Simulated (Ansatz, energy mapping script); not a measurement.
**NiO in the rock-salt structure: exchange couplings worked by hand**

Given the energies of a few magnetic orders of NiO in the rock-salt structure, solve for the couplings by hand and predict the energy of an order left out.

Program: Ansatz 0.2.0. Level of theory: LDA with U = 5.4 eV on Ni d, ortho-atomic projectors; plane waves, U on orthogonalised atomic orbitals unless named otherwise, collinear spin, no spin–orbit coupling. Results are calculated unless marked as measured.

Experimental background.

For NiO, rock salt (bulk NiO foil, from earlier work), “Plasma-assisted molecular beam epitaxy of NiO on GaN(00.1)” (2019, arxiv:1910.07810) quotes earlier work: lattice constant a (cubic lattice constant from (200) peak) 0.4176 nm [Measured on a bulk NiO foil, from the authors' earlier cited work; derived from a single …].

For NiO, rock salt (literature value for NiO), “Observation and resonant x-ray optical interpretation of multi-atom resonant photoemission effects in O 1s emission from NiO” (2006, arxiv:cond-mat/0609101) quotes earlier work: ordering temperature (Neel temperature) 524 K [Literature value cited from another work, not measured on this sample.].

This is a report of a sequence of runs, with most program output left out.

**1. The starting structure**

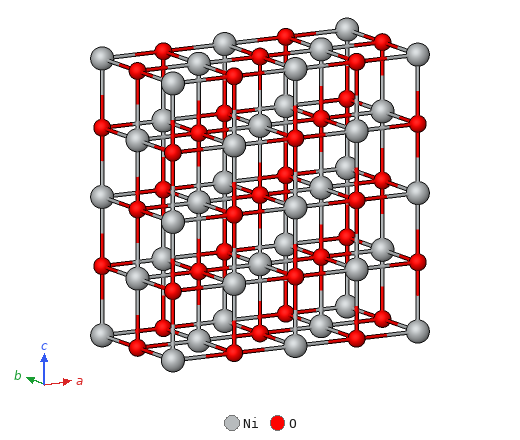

Start, viewed from a free direction; nickel light grey, oxygen red. 2×1×2 cells are drawn. This picture shows the conventional cell, with its axes. Some periodic images of atoms are drawn too.

This cell was built for the study (rocksalt prototype, lattice guessed from radii), not taken from an experiment; the compound need not form in this structure.

The cell was relaxed beforehand in Ansatz under PBEsol with U = 6 eV on Ni d, ortho-atomic projectors, from parallel moments.

**2. Two of the runs**

The parallel order and one order with opposed moments, in one cell and on one mesh:

File input.yaml:

```yaml
crystal:
  lattice:
    - [0.0, -2.10134405, -2.10134405]
    - [-2.10134405, 0.0, -2.10134405]
    - [2.10134405, 2.10134405, -4.2026881]
  atoms:
    - { symbol: Ni, position: [0.5, 0.5, 0.5], spin: 2.0 }
    - { symbol: Ni, position: [0.0, 0.0, 0.0], spin: 2.0 }
    - { symbol: O, position: [0.75, 0.75, 0.75] }
    - { symbol: O, position: [0.25, 0.25, 0.25] }
magnetization:
  spin_polarized: true
kpoints:
  mp_grid: { grid: [11, 11, 11] }
hamiltonian:
  xc: lda
  hubbard:
    sites:
      - { species: Ni, l: d, u_eff: 5.4 }
      - { site: 0, l: d, u_eff: 5.4, starting_ns: [{ spin: up, occupation_matrix: ni1_major }, { spin: down, occupation_matrix: ni1_minor }] }
      - { site: 1, l: d, u_eff: 5.4, starting_ns: [{ spin: up, occupation_matrix: ni1_major }, { spin: down, occupation_matrix: ni1_minor }] }
    projectors: ortho-atomic
    occupation_matrices:
      ni1_major:
        matrix:
          - [0.998, 0.0, 0.0, 0.0, 0.0]
          - [0.0, 0.999, 0.0, 0.0, 0.0]
          - [0.0, 0.0, 0.999, 0.0, 0.0]
          - [0.0, 0.0, 0.0, 0.998, 0.0]
          - [0.0, 0.0, 0.0, 0.0, 0.999]
      ni1_minor:
        matrix:
          - [0.175, 0.0, 0.0, 0.0, 0.0]
          - [0.0, 0.996, 0.0, 0.0, 0.0]
          - [0.0, 0.0, 0.996, 0.0, 0.0]
          - [0.0, 0.0, 0.0, 0.175, 0.0]
          - [0.0, 0.0, 0.0, 0.0, 0.996]
scf:
  occupations: { method: fermi_dirac, width: 0.05 }
output:
  eigenvalues: true
```

Launch:

```console
$ ansatz run input.yaml --threads 4 --pin off --max-ram 8192MiB --backend cpu --events-out ev --progress --plain --runs-dir out
```

Elapsed: 8.4 s, on 4 threads of Arm Neoverse V1, shared host; peak memory 0.53 GiB; 28 s of CPU time.

input.yaml: that of step 2 with these lines changed.

```diff
@@ -7,3 +7,3 @@
     - { symbol: Ni, position: [0.5, 0.5, 0.5], spin: 2.0 }
-    - { symbol: Ni, position: [0.0, 0.0, 0.0], spin: 2.0 }
+    - { symbol: Ni, position: [0.0, 0.0, 0.0], spin: -2.0 }
     - { symbol: O, position: [0.75, 0.75, 0.75] }
@@ -20,3 +20,3 @@
       - { site: 0, l: d, u_eff: 5.4, starting_ns: [{ spin: up, occupation_matrix: ni1_major }, { spin: down, occupation_matrix: ni1_minor }] }
-      - { site: 1, l: d, u_eff: 5.4, starting_ns: [{ spin: up, occupation_matrix: ni1_major }, { spin: down, occupation_matrix: ni1_minor }] }
+      - { site: 1, l: d, u_eff: 5.4, starting_ns: [{ spin: up, occupation_matrix: ni1_minor }, { spin: down, occupation_matrix: ni1_major }] }
     projectors: ortho-atomic
```

Run time: 5.1 s. Hardware: 4 threads; peak memory 0.52 GiB.

At zero occupation width the energies are -12651.57210 and -12651.85628 eV for 2 Ni atoms, so ΔE = 1000 × (-12651.85628 − (-12651.57210)) / 2 = -142.09 meV a magnetic atom.

**3. The orders used, and who is opposed**

Each order is measured in this way from the parallel run of its own cell. n counts, for a mean magnetic atom, the neighbours of each shell whose moment is opposed.

| order | ΔE (meV) | n at 2.97 Å (of 12) | n at 4.20 Å (of 6) |
| --- | --- | --- | --- |
| compensated +− in cell A | -142.09 | 6 | 6 |
| compensated +− in cell B | 19.86 | 8 | 0 |
| uncompensated ++− in cell C | ? | 6.67 | 2.67 |

Wanted: the couplings, and ΔE of the order “uncompensated ++− in cell C”.

**4. The equations**

With E = −Σ J e·e over ordered pairs of unit vectors, an atom's energy is −Σ J (z − 2n), since each opposed neighbour turns +1 into −1. Against the parallel order, ΔE = 2 Σ n J:

- 12 J₁ + 12 J₂ = -142.09
- 16 J₁ = 19.86

Cramer's rule: the determinant of the left side is D = -192; with the column of each J replaced by the energies it is D₁ = -238.3 and D₂ = 2512. So J₁ = 1.24 meV and J₂ = -13.1 meV.

**5. The order left out**

ΔE = 13.34 × (1.24) + 5.34 × (-13.1) = -53.30 meV.

**6. Mean-field temperature**

In the lowest order (compensated +− in cell A) a spin feels the field h = 2 J₀ m with J₀ = Σ J (z − 2n) = (1.24) × (0) + (-13.1) × (-6) = 78.49 meV. For classical unit spins m ≈ h/3k_BT near the transition, so k_BT = 2 J₀/3 and T = 2 × 78.49 / (3 × 0.08617) = 607 K.

**7. What came out**

| Property | Result |
| --- | --- |
| J₁, Ni–Ni at 2.97 Å | 1.24 meV |
| J₂, Ni–Ni at 4.20 Å | -13.1 meV |
| ΔE predicted for the withheld order | -53.3 meV |
| ΔE of the withheld run | -61.6 meV |
| mean-field temperature by hand | 607 K |

What this shows: The hand solution predicts -53.30 meV and the withheld run gave -61.60 meV, a miss of 8.30 meV on a scale of 142 meV. Farther shells, terms beyond the Heisenberg form or the mesh can cause that. A least-squares fit to all 4 orders gives 0.657, -13.3 and 0.243 meV, with a third shell at 5.15 Å that the hand model leaves out. The least-squares couplings give 619 K in mean field and 426 K by Monte Carlo, which keeps the fluctuations. Classical unit spins leave out the factor (S+1)/S, and mean field runs high for given couplings; the two errors pull opposite ways. This set was picked because its moments stay put and its equations are well conditioned; many sets are less well behaved. Shells left out of the hand model add to these values wherever the orders used reverse them, so each J is partly a sum. The orders cannot split some shells at all: the value at 2.97 Å holds J(2.97) + 4 J(7.86). A fit with one more shell, at 5.94 Å, gives 1.2, -13, -7.2e-4 and -0.63 meV and 549 K in mean field. The cell was built from a prototype and relaxed; a distortion that needs a larger cell, or another structure that the compound may prefer, is not captured.

1 further run of the session is left out of this account and of its counts and ranges: runs hit by known faults of a program or its files, repeats, responses too ill-conditioned to give a U, cells squeezed past sense, harmless faults, or fits whose shells could not be counted again from the structure.

Computed beside measured:

```
                                  quantity  measured        PBEsol+U  mean field, by hand  Monte Carlo, fitted couplings
                    lattice constant a (Å)     4.176  4.203 (+0.6 %)                    -                              -
ordering temperature (classical spins) (K)       524               -        607 (+15.9 %)                  426 (-18.6 %)
```

Measured values from arxiv:1910.07810 (2019) and arxiv:cond-mat/0609101 (2006).

**Verdict.** The lattice constant a is off by +0.6 %. For the ordering temperature, of the levels listed nearest comes mean field, by hand (+15.9 %, fair agreement) and farthest Monte Carlo, fitted couplings (-18.6 %, fair agreement). The grades are ours: good and fair within 0.7 and 1.5 % for the lattice constant a. Zero-point motion and thermal expansion are not in the computed lattice constants.

[Logs and program files are shortened in this print: banners, set-up blocks, solver, clock and traceback lines can be left out without a mark of their own.]

[Logs are printed without paths, hosts, clocks, repeated set-up lines and the standing remarks that a program may print on its own settings, such as how far it seeks lower states.]

[Hosts, paths, dates, database ids (printed as entryN), source tags and the programs' standing remarks are cut or masked in the printed files.]

[Where a cell is said to come from a database of computed structures, the database is the Materials Project.]
